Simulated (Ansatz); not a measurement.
# BiCl (built on the sites of a database entry of InCl): phonons and vibrational spectra, part 2 of 2

Aim: the phonons of BiCl (built on the sites of a database entry of InCl) at a cell relaxed beforehand at this level. After the zone centre comes a 2×2×2 q mesh on a 12×12×12 k mesh.

Ansatz 0.2.0; DFT PBE+D3(BJ), scalar-relativistic, plane waves, PAW.

So far. Step 2 (Modes at Γ): Before it was imposed, the acoustic sum rule was missed by 5.4e-5 eV/Å². Small misses are needed for a sound result but don't prove that mesh and cutoff are converged. The lowest optical mode is imaginary, 47.2i cm⁻¹, so the energy falls along it.

The structure was built from a prototype and need not be the compound's stable phase.

## Step 3: The dispersion

Stability and thermal properties need the whole zone. Linear response on a 2×2×2 q mesh gives force constants as far as a supercell of that size would.

Input file input.yaml:

```yaml
crystal:
  lattice:
    - [2.5025059948, -6.4328910364, 0.0]
    - [2.5025059948, 6.4328910364, 0.0]
    - [0.0, 0.0, 3.5121800591]
  atoms:
    - { symbol: Bi, position: [0.3994189981, 0.6005810019, 0.75] }
    - { symbol: Bi, position: [0.6005810019, 0.3994189981, 0.25] }
    - { symbol: Cl, position: [0.867677037, 0.132322963, 0.25] }
    - { symbol: Cl, position: [0.132322963, 0.867677037, 0.75] }
kpoints:
  mp_grid: { grid: [12, 12, 12] }
hamiltonian:
  xc: pbe
  dispersion: d3bj
scf:
  occupations: { method: methfessel_paxton, width: 0.2 }
output:
  eigenvalues: true
phonons:
  method: dfpt
  qmesh: [2, 2, 2]
  temperatures: { t_max: 1000, t_step: 50 }
  qpath:
    path:
      - [[0.0, 0.0, 0.0], [-0.5, 0.5, 0.0], [-0.28783362, 0.71216638, 0.0]]
      - [[0.28783362, 0.28783362, 0.0], [0.0, 0.0, 0.0], [0.0, 0.0, 0.5], [0.28783362, 0.28783362, 0.5]]
      - [[-0.28783362, 0.71216638, 0.5], [-0.5, 0.5, 0.5], [-0.5, 0.5, 0.0]]
      - [[0.0, 0.0, 0.0], [0.0, 0.5, 0.0], [0.0, 0.5, 0.5], [0.0, 0.0, 0.5], [-0.5, 0.5, 0.5]]
    npoints: 10
```

The run is started by

```bash
> ansatz run input.yaml --threads 4 --pin off --max-ram 14336MiB --backend cpu --events-out ev --progress --plain --runs-dir out
```

Numbers of over 12 decimals in the logs are rounded to 6 here.

Log:

```text
Warning: phonons: the dynamical matrix that this run interpolates holds no multipole term above the dipole-dipole one, and a site of this crystal is no centre of inversion, so its interpolated transverse optical and acoustic branches and sound speeds can stay off near Gamma, and the density of states and the thermodynamics with them. What a run solves at a wave vector of phonons.qpoints, Gamma apart, where the deck admits one, is free of this, and under fd what a larger phonons.supercell samples
[...]
Crystal: 4 atoms, lattice volume = 113.081 Å³
Basis set: ecut = 420 eV, 2227 PW (Γ), exchange–correlation on 96×96×48 points (8 copies of the dense FFT grid, shifted against one another)
Bands: 27, of which v1, the nominal top of the filled ones, is band 22 counted from 1 (21 counted from 0)
Symmetry: 8 space group operations
k-points: 301 of 1728
[...]
SCF iter   1: F=—  HF=-26954.908452 eV  |F-HF|=—  |Δ(HF+E_count)|=         —  Δρ=2.46e-3  dr2=1.58e-2  ethr=1.77e-3  ⟨swp⟩=6.8  Hψ=38127  notcnv=0
[...]
SCF iter  10: F=-26954.903273 eV  HF=-26954.903273 eV  |F-HF|=1.09e-11  |Δ(HF+E_count)|=  1.82e-11  S|Δr|=    0.00e0  Δρ=4.40e-8  dr2=1.52e-12  ethr=1.00e-12  ⟨swp⟩=7.3  Hψ=41333  notcnv=0
SCF 1 converged in 10 iterations: F = -26954.903273 eV  dr2 = 1.52e-12
[...]
iter 1 solved again at ethr=2.27e-7 eV; its pass at ethr=3.10e-3 eV (dr2=9.98e-5 eV) is discarded
SCF iter   1: F=—  HF=-26954.903275 eV  |F-HF|=—  |Δ(HF+E_count)|=         —  Δρ=6.52e-7  dr2=2.85e-10  ethr=2.27e-7  ⟨swp⟩=3.3  Hψ=63019  notcnv=0
eigensolver tolerance schedule: the retry pair's looser diagonalisation over-reported the residual by 350202.41 of it (diagonalisation noise at an unbounded share of the residual, at the tolerance the schedule requests for it); recorded, not acted on — ethr = c·dr2/N_el stays at c = 1.0e-1
[...]
SCF iter   2: F=—  HF=-26954.903273 eV  |F-HF|=—  |Δ(HF+E_count)|=   1.58e-6  S|Δr|=    0.00e0  Δρ=9.29e-7  dr2=6.43e-10  ethr=1.00e-12  ⟨swp⟩=4.2  Hψ=25623  notcnv=0
[...]
SCF iter   5: F=-26954.903273 eV  HF=-26954.903273 eV  |F-HF|=0.00e0  |Δ(HF+E_count)|=  2.18e-11  S|Δr|=    0.00e0  Δρ=7.86e-8  dr2=4.00e-12  ethr=1.00e-12  ⟨swp⟩=3.0  Hψ=23226  notcnv=0
SCF 2 converged in 5 iterations: F = -26954.903273 eV  dr2 = 4.00e-12
phonons: the bands overlap, so this run is a metal and interpolates without the dipole-dipole term. If the crystal is really an insulator or semiconductor, its LO-TO splitting is missing
NSCF: frozen V_eff on 301 k-points
WARN: eigensolver did not converge in 91 slots of this pass, the one above among them; of largest residual over every band (k=299): 1 band(s) unlocked (lowest unlocked band 26, counted from 0; max residual 3.84e-3 eV among the unlocked bands, 3.84e-3 eV over every band); of lowest unlocked band (k=3): band 26
[...]
DFPT response loops at q = (0, 0, 0) (fractional): preconditioner auto → Kerker (q_TF=auto, 2.331 Å⁻¹) (partly filled bands, converged f_vac=0.015); β = 1.00, the filter's whole step (`scf.mixing.beta` (0.50) is not read by the response loops under this deck's `scf.mixing.preconditioner`; to damp them name `kerker` or `kerker_dos`, under which they read `scf.mixing.beta`, and type it under 1.00, their step now; both keys bind the ground state too); Broyden in place of MSR1
[...]
SCF converged after 10 iterations
[...]
Free energy (F): -26954.903273 eV
[...]
Internal energy: -26954.895206 eV  (E = F + TS)
E sigma→0 (E₀):  -26954.901256 eV
Entropy (-TS):   -0.008067 eV (-2.017 meV/atom)
Fermi energy:    8.317861 eV
[...]
--- Band table (eV; the first three rows and the last of 301) ---
  k-point 0: bands = [... 18 lower, 5.2464, 5.3932, 7.1261, 9.5650, 10.5390, 11.0437, 11.4568, 12.9080, ... 1 higher]
  k-point 1: bands = [... 18 lower, 5.2358, 5.2777, 7.2141, 9.4788, 9.5149, 11.2125, 11.5536, 12.0382, ... 1 higher]
  k-point 2: bands = [... 18 lower, 4.8727, 5.2777, 7.4207, 8.1433, 9.2231, 10.5216, 10.5804, 11.6849, ... 1 higher]
  k-point 300: bands = [... 18 lower, 4.7954, 4.7954, 5.3481, 5.3481, 8.0839, 8.0839, 9.4146, 9.4146, ... 1 higher]
--- Phonons (Γ-DFPT): 6 representative perturbations + reference (Σ response iterations 18) ---
  ASR residual: 5.380e-5 → 0.000e0 eV/Å²; symmetrization residual: 1.215e-5 eV/Å²
[...]
ASR residual per site (eV/Å²): 8.93e-6 8.93e-6 5.38e-5 5.38e-5
[...]
--- Phonons (arbitrary-q DFPT): 6 irreducible q on the 2×2×2 mesh ---
  q = [0.0000, 0.0000, 0.0000] (star 1, of the zone-centre solve; hermiticity 4.48e-6, symmetrization 1.36e-13): -47.17 -45.09 -0.00 0.00 0.00 13.20 56.85 73.93 78.84 107.84 119.59 120.14
  q = [0.0000, 0.0000, -0.5000] (star 1, 6 solved perturbations on 301 of 1728 k-point pairs; hermiticity 7.31e-6, symmetrization 7.85e-8): -32.90 -32.90 36.88 36.88 67.38 67.38 72.50 72.50 82.17 82.17 150.37 150.37
[...]
sum rule: each row above includes the acoustic sum rule's correction from the zone centre's row sums; it moved no ω² by more than (0.64 cm⁻¹)²
  mesh force constants: q→R imaginary residual 1.23e-17; ASR residual 5.380e-5 → 0.000e0 eV/Å²; symmetrization residual 4.441e-16 eV/Å²
  interpolated dispersion: 114 rows × 12 modes
  density of states and harmonic sums: on the 14×14×18 q-mesh, interpolated from the force constants of a 2×2×2 supercell (no non-analytic term)
  largest difference from the sums on the solved wave vectors: F 1.70e-1 eV, S 2.39e-4 and C_V 7.31e-5 eV/K
  zero-point energy: 0.047521 eV/cell   skipped modes (ω ≤ 0): 1292, of them read as no rigid motion or as one in doubt: 1289 (2.195e0 modes/cell left out, lowest -91.19 cm⁻¹)   left out of the sums: 1.83e-1 of the cell's modes: C_V's classical limit lies that fraction below 3 k_B per atom; for a crystal, a wire or a layer, F and S can be off by more, and a phonons.interpolated_qmesh denser along its periods is the remedy for the sampling
```

Wall time 15 min (4 threads of Intel Xeon Platinum 8223CL at 3.00GHz (Skylake/Cascade Lake), shared host); peak memory 4.4 GiB.

Numbers from this step:

```yaml
sum_rule_residual_before_enforcement: 5.38e-5 eV/Å²
lowest_frequency_on_the_path: -91.19 cm⁻¹
highest_frequency_on_the_path_or_at_a_solved_wavevector: 151.7 cm⁻¹
lowest_mode_on_the_q_mesh_acoustic_modes_at_gamma_apart: -91.19 cm⁻¹
```

Frequencies (cm⁻¹) solved at each irreducible wavevector; negative means imaginary. Frequencies by wavevector, by row:

```
q in reciprocal lattice units  star  mode 1  mode 2  mode 3  mode 4  mode 10  mode 11  mode 12
                        0 0 0     1   -47.2   -45.1       0       0    107.8    119.6    120.1
                     0 0 -0.5     1   -32.9   -32.9    36.9    36.9     82.2    150.4    150.4
                     0 -0.5 0     2   -91.2   -81.1   -79.7     -15    102.5    124.8    126.3
                  0 -0.5 -0.5     2   -28.8   -28.8     7.5     7.5    135.1    142.1    142.1
                  -0.5 -0.5 0     1   -51.8   -42.4    -6.8     7.1    105.3    114.5    115.2
               -0.5 -0.5 -0.5     1   -39.7   -39.7    25.7    25.7     85.7    151.7    151.7
```

Interpolated from a 2×2×2 q mesh, rough between the solved points. The phonon branches at the labelled points (cm⁻¹):

```
     point  branch 1  branch 2  branch 3  branch 4  branch 9  branch 10  branch 11  branch 12
         Γ       -47       -45         0         0        79        108        120        120
         Y       -52       -42        -7         7        82        105        114        115
        C0       -90       -79       -76       -15        81        104        122        125
jump to Σ0       -90       -79       -76       -15        81        104        122        125
         Γ       -47       -45         0         0        79        108        120        120
         Z       -33       -33        37        37        82         82        150        150
        A0       -26       -26        -5        -5       135        135        140        140
jump to E0       -26       -26        -5        -5       135        135        140        140
         T       -40       -40        26        26        86         86        152        152
         Y       -52       -42        -7         7        82        105        114        115
 jump to Γ       -47       -45         0         0        79        108        120        120
         S       -91       -81       -80       -15        83        102        125        126
         R       -29       -29         7         7       135        135        142        142
         Z       -33       -33        37        37        82         82        150        150
         T       -40       -40        26        26        86         86        152        152
```

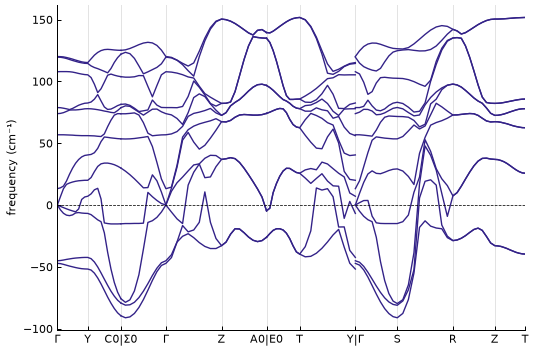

Phonon branches along the path.

The phonon density of states has structure finer than the step of the table below, so its rows give means over 10 cm⁻¹, whole bins alone (the curve runs from -91 to 153 cm⁻¹). Peaks (cm⁻¹: height): -19.0: 0.0915, 29.0: 0.0808, 77.0: 0.200, 125.0: 0.121.

Tetrahedra on a 14×14×18 mesh, mean over bins of 2 cm-1. Interpolated from a 2×2×2 q mesh, rough between the solved points. Phonon density of states against wavenumber; means over each step:

```
wavenumber (cm⁻¹)  phonon density of states (1/cm⁻¹/cell)
              -80                                 0.00807
              -70                                  0.0127
              -60                                  0.0129
              -50                                  0.0147
              -40                                  0.0176
              -30                                  0.0318
              -20                                  0.0681
              -10                                  0.0395
                0                                  0.0236
               10                                  0.0265
               20                                  0.0500
               30                                  0.0732
               40                                  0.0502
               50                                  0.0337
               60                                  0.0683
               70                                   0.123
               80                                   0.146
               90                                  0.0820
              100                                  0.0780
              110                                  0.0519
              120                                  0.0675
              130                                  0.0672
              140                                  0.0392
```

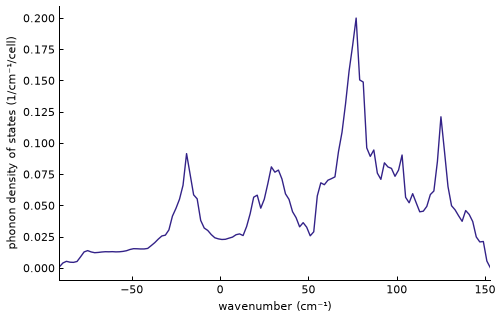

Phonon density of states, plotted against wavenumber.

The partial phonon density of states has structure finer than the step of the table below, so its rows give means over 20 cm⁻¹, whole bins alone (the curve runs from -101 to 166 cm⁻¹). Peaks (cm⁻¹: height): Bi -17.1: 0.0695, 29.9: 0.0645, 56.7: 0.0532, 76.8: 0.0726, 125.4: 0.0375; Cl -35.5: 0.0163, 75.1: 0.108, 101.9: 0.0832, 125.4: 0.0557.

Phonopy on the run's constants, 13x13x17 mesh, Gaussian sigma 2.0 cm-1. Interpolated from a 2×2×2 q mesh, rough between the solved points. The partial phonon density of states by wavenumber; means over each step; values in 1/cm⁻¹/cell:

```
wavenumber (cm⁻¹)       Bi       Cl
              -80   5.6e-4  0.00826
              -60  0.00151   0.0120
              -40  0.00622   0.0123
              -20   0.0469   0.0111
                0   0.0172  0.00265
               20   0.0453  0.00736
               40   0.0400   0.0109
               60   0.0421   0.0274
               80   0.0577   0.0743
              100   0.0190   0.0519
              120   0.0197   0.0458
              140  0.00377   0.0342
```

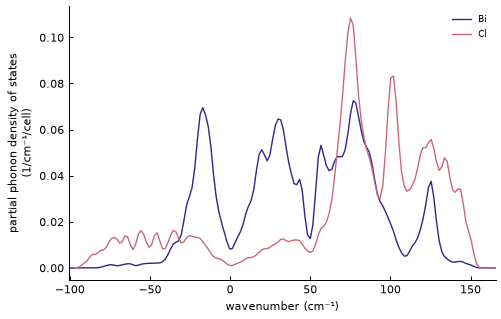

Partial phonon density of states, plotted against wavenumber.

Symmetry leaves 6 wavevectors to solve. The lowest mode among them, the acoustic zeros apart, lies at q = (0, -0.5, 0) and is imaginary, 91.2i cm⁻¹, so the energy falls along it.

## Step 4: Another isotope

An isotope changes the mass and not the force constants, so no new electronic calculation is needed; the shifts show which modes move this element.

The same force constants with the mass of Cl changed from 35.450 to 36.966 u (phonopy, no LO-TO term). Both lists are sorted by frequency; levels can cross, so a row need not hold one and the same mode. Modes under 3 cm⁻¹ are left out. Isotope shifts, by row, the first 40 of 45 rows:

```
          q  rank  natural mass (cm⁻¹)  changed mass (cm⁻¹)
      0 0 0     1               -47.17               -46.34
      0 0 0     2               -45.09               -44.16
      0 0 0     6                 13.2                13.08
      0 0 0     7                56.85                56.84
      0 0 0     8                73.93                73.05
      0 0 0     9                78.84                77.45
      0 0 0    10                107.8                106.4
      0 0 0    11                119.6                  118
      0 0 0    12                120.1                118.7
   0 0 -0.5     1                -32.9               -32.55
   0 0 -0.5     2                -32.9               -32.55
   0 0 -0.5     3                36.88                36.83
   0 0 -0.5     4                36.88                36.83
   0 0 -0.5     5                67.38                 66.7
   0 0 -0.5     6                67.38                 66.7
   0 0 -0.5     7                 72.5                71.65
   0 0 -0.5     8                 72.5                71.65
   0 0 -0.5     9                82.17                81.39
   0 0 -0.5    10                82.17                81.39
   0 0 -0.5    11                150.4                147.5
   0 0 -0.5    12                150.4                147.5
   0 -0.5 0     1               -91.19                -89.3
   0 -0.5 0     2               -81.09               -79.41
   0 -0.5 0     3                -79.7               -78.59
   0 -0.5 0     4               -15.01               -15.01
   0 -0.5 0     5                29.23                 29.2
   0 -0.5 0     6                53.46                53.46
   0 -0.5 0     7                71.65                70.25
   0 -0.5 0     8                78.89                78.83
   0 -0.5 0     9                83.08                   83
   0 -0.5 0    10                102.5                100.6
   0 -0.5 0    11                124.8                122.2
   0 -0.5 0    12                126.3                125.4
0 -0.5 -0.5     1               -28.78               -28.68
0 -0.5 -0.5     2               -28.78               -28.68
0 -0.5 -0.5     3                 7.45                 7.44
0 -0.5 -0.5     4                 7.45                 7.44
0 -0.5 -0.5     5                72.82                71.56
0 -0.5 -0.5     6                72.82                71.56
0 -0.5 -0.5     7                97.77                 97.7
```

A mode of this element alone would shift by -2.07 %. The highest zone-centre frequency without the field goes from 120.1 to 118.7 cm⁻¹ (-1.2 %).

## Step 5: What came out

- space group (within 0.01 Å): Cmcm
- volume per atom: 28.3 Å³
- electronic character: no gap on this mesh
- highest optical mode at the zone centre (no LO-TO term): 120 cm⁻¹
- lowest optical zone-centre mode: -47.2 cm⁻¹
- lowest mode on the q mesh (acoustic modes at Γ apart): -91.2 cm⁻¹
- highest frequency on the path or at a solved wavevector: 152 cm⁻¹
- imaginary modes on the 2×2×2 q mesh: yes

**Reading.** Modes are clearly imaginary (beyond 10i cm⁻¹) at 6 of the 6 irreducible wavevectors, most at q = (0, -0.5, 0) (91.2i cm⁻¹), so this structure is not a minimum of the energy. The optical modes at Γ span -47 to 120 cm⁻¹ (negative means imaginary). The highest mode in this list at Γ, 120.1 cm⁻¹, is mostly motion of Cl (85 % of the kinetic energy). The q mesh stands for a supercell only 7.0 Å across, so branches between the solved wavevectors are rough. With no gap, or one that is small against the smearing, the frequencies hang on the k mesh and the smearing, most of all near Kohn anomalies. Spin-orbit coupling is left out, which can matter for the heavy elements here. A phonon run warned that its eigensolver left some bands unconverged in a pass. In the phonons the program treats the change of the C6 weights of the dispersion term with coordination only in part. The starting cell was built on a prototype and not taken from a measurement, so the phase need not exist. These are harmonic frequencies at zero temperature: anharmonic shifts, linewidths and thermal expansion are left out.

[Logs are printed without paths, hosts, clocks, repeated set-up lines and the standing remarks that a program may print on its own settings, such as how far it seeks lower states.]

[Hosts, paths, dates, database ids (printed as entryN), source tags and the programs' standing remarks are cut or masked in the printed files.]
